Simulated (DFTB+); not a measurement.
# Geometry relaxation, with input and output: CH8AlBClNSi (part 2 of 5)

Continued. System: CH8AlBClNSi. Method: GFN2-xTB, R-SCC, dispersion built in (DFTB+ 25.1). The run did not end well. The geometry: force field. The run did not end well; see the last part.

Geometry of the input (Å):
```
C  -0.7530  -0.1913  1.5454
B  0.2914  0.0614  0.3964
Si 1.3990  -1.4204  -0.1526
N  0.5478  1.4384  -0.2673
Al -0.6212  1.4684  -1.8510
Cl -2.8130  1.6752  -1.5971
H  -0.7585  -1.1924  1.9011
H  -1.7684  0.0972  1.1168
H  -0.5852  0.5530  2.4243
H  0.5936  -2.5110  -0.6311
H  2.3457  -0.9733  -1.1698
H  2.2157  -1.8875  1.0411
H  0.0355  2.1764  0.3675
H  -0.1424  0.6769  -3.0949
```

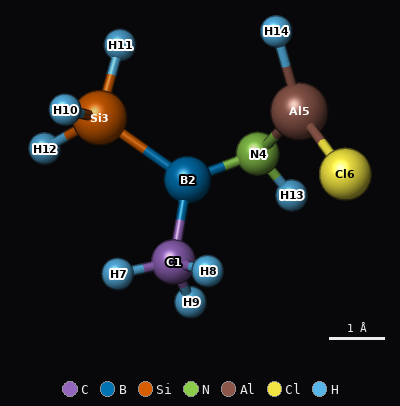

Figure 1. The geometry at step 4 of the log (ball-and-stick view, seen at a tilt; atoms are numbered from 1 in the order of the input).

Log, continued:
```
 iSCC Total electronic   Diff electronic      SCC error
    1   -0.17970906E+02    0.00000000E+00    0.68032447E-01
    2   -0.17971095E+02   -0.11017417E-02    0.70096605E-01
    3   -0.17971233E+02   -0.18901770E-03    0.58708188E-01
    4   -0.17971236E+02   -0.13776391E-03    0.15198711E-01
    5   -0.17971203E+02   -0.29299792E-05    0.33315880E-02
    6   -0.17971184E+02    0.32676953E-04    0.23844968E-02
    7   -0.17971185E+02    0.18983104E-04    0.18190749E-02
    8   -0.17971188E+02   -0.11423217E-05    0.13527690E-02
    9   -0.17971188E+02   -0.33167144E-05    0.88595461E-03
   10   -0.17971187E+02    0.53338350E-06    0.58163405E-03
   11   -0.17971187E+02    0.13026484E-05    0.13523726E-03
   12   -0.17971188E+02   -0.62123419E-06    0.57521320E-04
   13   -0.17971188E+02   -0.57743542E-06    0.20907308E-04
   14   -0.17971188E+02   -0.32418978E-06    0.14245807E-04
   15   -0.17971188E+02   -0.75546861E-07    0.99166762E-05

Total Energy:                      -17.8147100834 H         -484.7629 eV
Extrapolated to 0K:                -17.8147100834 H         -484.7629 eV
Total Mermin free energy:          -17.8147100834 H         -484.7629 eV
Force related energy:              -17.8147100834 H         -484.7629 eV

Maximal force component:             0.170859E-01
Averaged force norm:                 0.922746E-02

--------------------------------------------------------------------------------

[... 81 further geometry steps ...]

***  Geometry step: 91

 iSCC Total electronic   Diff electronic      SCC error
    1   -0.17991746E+02    0.00000000E+00    0.25560128E-01
    2   -0.17991745E+02    0.10253427E-02    0.20838911E-01
    3   -0.17991715E+02    0.10860192E-05    0.34473298E-02
    4   -0.17991698E+02    0.29681903E-04    0.14174709E-02
    5   -0.17991694E+02    0.17429896E-04    0.73783187E-03
    6   -0.17991699E+02    0.35137512E-05    0.39000790E-03
    7   -0.17991702E+02   -0.51431730E-05    0.13119980E-03
    8   -0.17991702E+02   -0.26438265E-05    0.10963735E-03
    9   -0.17991702E+02   -0.61076502E-07    0.81263266E-04
   10   -0.17991702E+02   -0.88817451E-07    0.50705875E-04
   11   -0.17991702E+02    0.12001169E-06    0.26824089E-04
   12   -0.17991702E+02    0.24154551E-06    0.97316272E-05

Total Energy:                      -17.8380813471 H         -485.3989 eV
Extrapolated to 0K:                -17.8380813471 H         -485.3989 eV
Total Mermin free energy:          -17.8380813471 H         -485.3989 eV
Force related energy:              -17.8380813471 H         -485.3989 eV

Maximal force component:             0.191423E-02
Averaged force norm:                 0.120831E-02

--------------------------------------------------------------------------------

***  Geometry step: 92

 iSCC Total electronic   Diff electronic      SCC error
    1   -0.17991345E+02    0.00000000E+00    0.20117727E-01
    2   -0.17991321E+02    0.35641135E-03    0.17083408E-01
    3   -0.17991256E+02    0.24394104E-04    0.42894495E-02
    4   -0.17991266E+02    0.64553209E-04    0.14028049E-02
    5   -0.17991269E+02   -0.93174457E-05    0.39855092E-03
    6   -0.17991269E+02   -0.31589492E-05    0.30796827E-03
    7   -0.17991270E+02    0.15947741E-06    0.18228208E-03
    8   -0.17991271E+02   -0.12264368E-05    0.13154506E-03
    9   -0.17991271E+02   -0.79262325E-06    0.98580397E-04
   10   -0.17991271E+02   -0.67603374E-07    0.67224698E-04
   11   -0.17991271E+02    0.45264020E-07    0.26169838E-04
   12   -0.17991271E+02    0.85582450E-07    0.88059929E-05

Total Energy:                      -17.8381257210 H         -485.4001 eV
Extrapolated to 0K:                -17.8381257210 H         -485.4001 eV
Total Mermin free energy:          -17.8381257210 H         -485.4001 eV
Force related energy:              -17.8381257210 H         -485.4001 eV

Maximal force component:             0.161819E-02
Averaged force norm:                 0.918702E-03

--------------------------------------------------------------------------------

***  Geometry step: 93

 iSCC Total electronic   Diff electronic      SCC error
    1   -0.17990585E+02    0.00000000E+00    0.32809716E-01
    2   -0.17990542E+02    0.68575569E-03    0.27859685E-01
    3   -0.17990429E+02    0.43272236E-04    0.72413545E-02
    4   -0.17990446E+02    0.11232079E-03    0.23792430E-02
    5   -0.17990453E+02   -0.16629340E-04    0.63533739E-03
    6   -0.17990453E+02   -0.69224279E-05    0.49534051E-03
    7   -0.17990455E+02    0.82921765E-07    0.28775275E-03
    8   -0.17990456E+02   -0.20818438E-05    0.20956659E-03
    9   -0.17990456E+02   -0.12989258E-05    0.15829160E-03
   10   -0.17990456E+02   -0.15445041E-06    0.10510060E-03
   11   -0.17990456E+02    0.40386521E-07    0.41434752E-04
   12   -0.17990456E+02    0.12987454E-06    0.13396939E-04
   13   -0.17990456E+02   -0.83978655E-07    0.48785361E-05

Total Energy:                      -17.8381030634 H         -485.3995 eV
Extrapolated to 0K:                -17.8381030634 H         -485.3995 eV
Total Mermin free energy:          -17.8381030634 H         -485.3995 eV
Force related energy:              -17.8381030634 H         -485.3995 eV

Maximal force component:             0.343460E-02
Averaged force norm:                 0.231509E-02

--------------------------------------------------------------------------------

***  Geometry step: 94

 iSCC Total electronic   Diff electronic      SCC error
    1   -0.17990947E+02    0.00000000E+00    0.22839584E-01
    2   -0.17990978E+02   -0.49049832E-03    0.19372138E-01
    3   -0.17991053E+02   -0.31618714E-04    0.51033086E-02
    4   -0.17991044E+02   -0.74585014E-04    0.16748677E-02
    5   -0.17991039E+02    0.93581601E-05    0.43629465E-03
    6   -0.17991039E+02    0.42952236E-05    0.33873385E-03
    7   -0.17991038E+02   -0.10090752E-06    0.19993863E-03
    8   -0.17991037E+02    0.13648144E-05    0.14423836E-03
    9   -0.17991037E+02    0.90554393E-06    0.10929410E-03
   10   -0.17991037E+02    0.12018692E-06    0.72678757E-04
   11   -0.17991037E+02   -0.37164060E-07    0.28822925E-04
   12   -0.17991037E+02   -0.89154263E-07    0.93162372E-05

Total Energy:                      -17.8381312350 H         -485.4002 eV
Extrapolated to 0K:                -17.8381312350 H         -485.4002 eV
Total Mermin free energy:          -17.8381312350 H         -485.4002 eV
Force related energy:              -17.8381312350 H         -485.4002 eV

Maximal force component:             0.164983E-02
Averaged force norm:                 0.123125E-02

--------------------------------------------------------------------------------

***  Geometry step: 95

 iSCC Total electronic   Diff electronic      SCC error
    1   -0.17990183E+02    0.00000000E+00    0.32709652E-01
    2   -0.17990158E+02    0.85415419E-03    0.27229641E-01
    3   -0.17990073E+02    0.24945741E-04    0.78102662E-02
    4   -0.17990066E+02    0.84846104E-04    0.19997444E-02
    5   -0.17990070E+02    0.70104210E-05    0.75294218E-03
    6   -0.17990073E+02   -0.36781521E-05    0.57884011E-03
    7   -0.17990076E+02   -0.32665093E-05    0.35563800E-03
    8   -0.17990077E+02   -0.31090590E-05    0.22834341E-03
    9   -0.17990077E+02   -0.12263925E-05    0.19183339E-03
   10   -0.17990077E+02    0.75432744E-08    0.11733576E-03
   11   -0.17990077E+02   -0.18407142E-08    0.36310261E-04
   12   -0.17990077E+02    0.10284338E-06    0.12268310E-04
   13   -0.17990077E+02    0.20575257E-07    0.43792800E-05

Total Energy:                      -17.8381496398 H         -485.4007 eV
Extrapolated to 0K:                -17.8381496398 H         -485.4007 eV
Total Mermin free energy:          -17.8381496398 H         -485.4007 eV
Force related energy:              -17.8381496398 H         -485.4007 eV

Maximal force component:             0.252485E-02
Averaged force norm:                 0.164309E-02

--------------------------------------------------------------------------------

***  Geometry step: 96

 iSCC Total electronic   Diff electronic      SCC error
    1   -0.17990414E+02    0.00000000E+00    0.12486388E-01
    2   -0.17990426E+02   -0.33701405E-03    0.10391918E-01
    3   -0.17990458E+02   -0.11531688E-04    0.29590219E-02
    4   -0.17990461E+02   -0.31666614E-04    0.74655295E-03
    5   -0.17990460E+02   -0.33147472E-05    0.29120297E-03
    6   -0.17990459E+02    0.12182806E-05    0.21825442E-03
    7   -0.17990457E+02    0.11896962E-05    0.13409243E-03
    8   -0.17990457E+02    0.11697063E-05    0.86683148E-04
    9   -0.17990457E+02    0.45341391E-06    0.69453725E-04
   10   -0.17990457E+02    0.79232692E-08    0.43808535E-04
   11   -0.17990457E+02   -0.88190433E-08    0.14246925E-04
   12   -0.17990457E+02   -0.33424861E-07    0.46370232E-05

Total Energy:                      -17.8381608678 H         -485.4011 eV
Extrapolated to 0K:                -17.8381608678 H         -485.4011 eV
Total Mermin free energy:          -17.8381608678 H         -485.4011 eV
Force related energy:              -17.8381608678 H         -485.4011 eV

Maximal force component:             0.130918E-02
Averaged force norm:                 0.904770E-03

--------------------------------------------------------------------------------

***  Geometry step: 97

 iSCC Total electronic   Diff electronic      SCC error
    1   -0.17990721E+02    0.00000000E+00    0.23741696E-01
    2   -0.17990710E+02   -0.26412305E-03    0.20048181E-01
    3   -0.17990692E+02    0.11089257E-04    0.45239009E-02
    4   -0.17990713E+02    0.17870722E-04    0.11790452E-02
    5   -0.17990715E+02   -0.20374097E-04    0.59341356E-03
    6   -0.17990712E+02   -0.21663054E-05    0.33780267E-03
    7   -0.17990710E+02    0.29554599E-05    0.21406072E-03
    8   -0.17990711E+02    0.16379121E-05    0.15557692E-03
    9   -0.17990711E+02   -0.43059239E-06    0.10225816E-03
   10   -0.17990711E+02   -0.41317190E-06    0.49744884E-04
   11   -0.17990711E+02   -0.34223327E-06    0.24945450E-04
   12   -0.17990711E+02   -0.14110952E-06    0.73075597E-05

Total Energy:                      -17.8381919283 H         -485.4019 eV
Extrapolated to 0K:                -17.8381919283 H         -485.4019 eV
Total Mermin free energy:          -17.8381919283 H         -485.4019 eV
Force related energy:              -17.8381919283 H         -485.4019 eV

Maximal force component:             0.104344E-02
Averaged force norm:                 0.764922E-03

--------------------------------------------------------------------------------

***  Geometry step: 98

 iSCC Total electronic   Diff electronic      SCC error
    1   -0.17991040E+02    0.00000000E+00    0.38920703E-01
    2   -0.17991020E+02   -0.32851575E-03    0.32791449E-01
    3   -0.17990983E+02    0.20475332E-04    0.75589380E-02
    4   -0.17991020E+02    0.36360066E-04    0.19039393E-02
    5   -0.17991024E+02   -0.37014323E-04    0.96520080E-03
    6   -0.17991020E+02   -0.38951695E-05    0.55202910E-03
    7   -0.17991017E+02    0.43231092E-05    0.35283868E-03
    8   -0.17991018E+02    0.26421801E-05    0.25583264E-03
    9   -0.17991019E+02   -0.71933387E-06    0.16778712E-03
   10   -0.17991019E+02   -0.68853177E-06    0.83389142E-04
   11   -0.17991019E+02   -0.58236632E-06    0.40336735E-04
   12   -0.17991019E+02   -0.25910098E-06    0.12357520E-04
   13   -0.17991020E+02   -0.13783854E-06    0.55601712E-05

Total Energy:                      -17.8381390852 H         -485.4005 eV
Extrapolated to 0K:                -17.8381390852 H         -485.4005 eV
Total Mermin free energy:          -17.8381390852 H         -485.4005 eV
Force related energy:              -17.8381390852 H         -485.4005 eV

Maximal force component:             0.436041E-02
Averaged force norm:                 0.230290E-02

--------------------------------------------------------------------------------

***  Geometry step: 99

 iSCC Total electronic   Diff electronic      SCC error
    1   -0.17990721E+02    0.00000000E+00    0.35647959E-01
    2   -0.17990744E+02    0.29814348E-03    0.29975071E-01
    3   -0.17990772E+02   -0.22454108E-04    0.68575400E-02
    4   -0.17990741E+02   -0.28266363E-04    0.17384792E-02
    5   -0.17990739E+02    0.30713934E-04    0.87956073E-03
    6   -0.17990743E+02    0.26098229E-05    0.50301441E-03
    7   -0.17990745E+02   -0.42109083E-05    0.32076843E-03
    8   -0.17990745E+02   -0.24730324E-05    0.23554594E-03
    9   -0.17990744E+02    0.60045813E-06    0.15148593E-03
   10   -0.17990744E+02    0.65935846E-06    0.75963285E-04
   11   -0.17990744E+02    0.48188463E-06    0.36530614E-04
   12   -0.17990743E+02    0.23284678E-06    0.10932802E-04
   13   -0.17990743E+02    0.11907717E-06    0.50716595E-05

Total Energy:                      -17.8381924429 H         -485.4019 eV
Extrapolated to 0K:                -17.8381924429 H         -485.4019 eV
Total Mermin free energy:          -17.8381924429 H         -485.4019 eV
Force related energy:              -17.8381924429 H         -485.4019 eV

Maximal force component:             0.117362E-02
Averaged force norm:                 0.862697E-03

--------------------------------------------------------------------------------

***  Geometry step: 100

 iSCC Total electronic   Diff electronic      SCC error
    1   -0.17991147E+02    0.00000000E+00    0.36123719E-01
    2   -0.17991136E+02   -0.40381523E-03    0.29132548E-01
    3   -0.17991122E+02    0.11479848E-04    0.46971075E-02
    4   -0.17991136E+02    0.13282696E-04    0.13892201E-02
    5   -0.17991141E+02   -0.13551523E-04    0.51915101E-03
    6   -0.17991139E+02   -0.50749568E-05    0.37947304E-03
    7   -0.17991137E+02    0.24309510E-05    0.24881930E-03
    8   -0.17991137E+02    0.17214303E-05    0.18079023E-03
    9   -0.17991137E+02    0.18999683E-06    0.13088668E-03
   10   -0.17991137E+02   -0.10515440E-06    0.48803935E-04
   11   -0.17991137E+02   -0.26447606E-06    0.15476516E-04
   12   -0.17991137E+02   -0.13548543E-06    0.57379145E-05

Total Energy:                      -17.8382104646 H         -485.4024 eV
Extrapolated to 0K:                -17.8382104646 H         -485.4024 eV
Total Mermin free energy:          -17.8382104646 H         -485.4024 eV
Force related energy:              -17.8382104646 H         -485.4024 eV

Maximal force component:             0.186385E-02
Averaged force norm:                 0.112241E-02
WARNING!
-> !!! Geometry did NOT converge!

--------------------------------------------------------------------------------
--------------------------------------------------------------------------------
Pre-SCC initialisation                 +       0.16 (  7.9%)       0.16 (  6.0%)
SCC                                    +       1.61 ( 77.1%)       2.16 ( 81.9%)
Post-SCC processing                    +       0.31 ( 14.9%)       0.32 ( 11.9%)
--------------------------------------------------------------------------------
Missing                                +       0.00 (  0.1%)       0.00 (  0.1%)
Total                                  =       2.08 (100.0%)       2.64 (100.0%)
--------------------------------------------------------------------------------
```

Trajectory as extended XYZ (Å, eV, eV/Å), 101 frames, from step=0 to step=100:
```
14
Properties=species:S:1:pos:R:3 step=0 energy=-483.71324
C    -0.7530   -0.1913    1.5454
B     0.2914    0.0614    0.3964
Si    1.3990   -1.4204   -0.1526
N     0.5478    1.4384   -0.2673
Al   -0.6212    1.4684   -1.8510
Cl   -2.8130    1.6752   -1.5971
H    -0.7585   -1.1924    1.9011
H    -1.7684    0.0972    1.1168
H    -0.5852    0.5530    2.4243
H     0.5936   -2.5110   -0.6311
H     2.3457   -0.9733   -1.1698
H     2.2157   -1.8875    1.0411
H     0.0355    2.1764    0.3675
H    -0.1424    0.6769   -3.0949
14
Properties=species:S:1:pos:R:3 step=1 energy=-484.32549
C    -0.7745   -0.0985    1.5545
B     0.3111    0.1277    0.3648
Si    1.4254   -1.4069   -0.1347
N     0.4420    1.4151   -0.2401
Al   -0.6382    1.4410   -1.7936
Cl   -2.7500    1.6773   -1.6072
H    -0.7642   -1.2087    1.9132
H    -1.7379    0.0808    1.1396
H    -0.5973    0.5103    2.3859
H     0.5882   -2.5320   -0.6387
H     2.3523   -0.9817   -1.1760
H     2.2049   -1.8864    1.0216
H     0.0693    2.1401    0.3317
H    -0.1441    0.6929   -3.0920
14
Properties=species:S:1:pos:R:3 step=2 energy=-484.35353
C    -0.7705   -0.1159    1.5528
B     0.3074    0.1152    0.3708
Si    1.4204   -1.4095   -0.1381
N     0.4619    1.4195   -0.2452
Al   -0.6350    1.4462   -1.8044
Cl   -2.7618    1.6769   -1.6053
H    -0.7632   -1.2056    1.9109
H    -1.7436    0.0839    1.1353
H    -0.5950    0.5184    2.3931
H     0.5892   -2.5280   -0.6373
H     2.3510   -0.9801   -1.1748
H     2.2069   -1.8866    1.0253
H     0.0630    2.1469    0.3385
H    -0.1438    0.6899   -3.0926
14
Properties=species:S:1:pos:R:3 step=3 energy=-484.62128
C    -0.7458   -0.1441    1.5376
B     0.3093    0.1522    0.3715
Si    1.4230   -1.3950   -0.1317
N     0.3749    1.3800   -0.2796
Al   -0.6580    1.4015   -1.7486
Cl   -2.6795    1.6815   -1.6172
H    -0.7681   -1.1514    1.9010
H    -1.7495    0.0818    1.1477
H    -0.6031    0.5158    2.4014
H     0.5967   -2.5362   -0.6383
H     2.3640   -0.9927   -1.1855
H     2.1999   -1.8889    1.0088
H     0.0704    2.1486    0.3388
H    -0.1470    0.7179   -3.0770
14
Properties=species:S:1:pos:R:3 step=4 energy=-484.63041
C    -0.7501   -0.1392    1.5402
B     0.3090    0.1458    0.3714
Si    1.4226   -1.3975   -0.1328
N     0.3899    1.3868   -0.2737
Al   -0.6540    1.4092   -1.7583
Cl   -2.6938    1.6807   -1.6152
H    -0.7672   -1.1607    1.9027
H    -1.7485    0.0821    1.1456
H    -0.6017    0.5162    2.3999
H     0.5954   -2.5348   -0.6381
H     2.3617   -0.9905   -1.1837
H     2.2011   -1.8885    1.0116
H     0.0691    2.1483    0.3388
H    -0.1465    0.7131   -3.0797
14
Properties=species:S:1:pos:R:3 step=5 energy=-484.63808
C    -0.7389   -0.1217    1.5309
B     0.3080    0.0915    0.4030
Si    1.4083   -1.3797   -0.1491
N     0.3336    1.4144   -0.3052
Al   -0.6736    1.3526   -1.7531
Cl   -2.6338    1.6906   -1.6250
H    -0.7648   -1.1395    1.8987
H    -1.7489    0.0809    1.1572
H    -0.6094    0.5137    2.4059
H     0.6136   -2.5294   -0.6326
H     2.3746   -1.0079   -1.1923
H     2.1999   -1.8947    1.0028
H     0.0693    2.1513    0.3374
H    -0.1508    0.7492   -3.0499
14
Properties=species:S:1:pos:R:3 step=6 energy=-484.70813
C    -0.7442   -0.1300    1.5353
B     0.3085    0.1172    0.3880
Si    1.4150   -1.3882   -0.1414
N     0.3603    1.4013   -0.2903
Al   -0.6643    1.3794   -1.7555
Cl   -2.6622    1.6859   -1.6203
H    -0.7660   -1.1496    1.9006
H    -1.7487    0.0815    1.1517
H    -0.6058    0.5149    2.4031
H     0.6050   -2.5320   -0.6352
H     2.3685   -0.9997   -1.1882
H     2.2005   -1.8918    1.0070
H     0.0692    2.1499    0.3380
H    -0.1487    0.7321   -3.0640
14
Properties=species:S:1:pos:R:3 step=7 energy=-484.74775
C    -0.7511   -0.1112    1.5441
B     0.3072    0.1150    0.3872
Si    1.4138   -1.3847   -0.1580
N     0.3420    1.3876   -0.2789
Al   -0.6685    1.3370   -1.7772
Cl   -2.6481    1.6979   -1.6265
H    -0.7617   -1.1488    1.9019
H    -1.7463    0.0833    1.1581
H    -0.6099    0.5164    2.4066
H     0.6197   -2.5261   -0.6308
H     2.3767   -1.0142   -1.1934
H     2.1986   -1.8957    0.9983
H     0.0640    2.1578    0.3413
H    -0.1493    0.7567   -3.0438
14
Properties=species:S:1:pos:R:3 step=8 energy=-484.74891
C    -0.7501   -0.1140    1.5428
B     0.3074    0.1153    0.3873
Si    1.4140   -1.3852   -0.1555
N     0.3447    1.3897   -0.2806
Al   -0.6679    1.3434   -1.7739
Cl   -2.6503    1.6961   -1.6256
H    -0.7624   -1.1489    1.9017
H    -1.7467    0.0831    1.1571
H    -0.6092    0.5162    2.4061
H     0.6175   -2.5270   -0.6315
H     2.3755   -1.0120   -1.1926
H     2.1989   -1.8951    0.9996
H     0.0648    2.1566    0.3408
H    -0.1492    0.7530   -3.0469
```
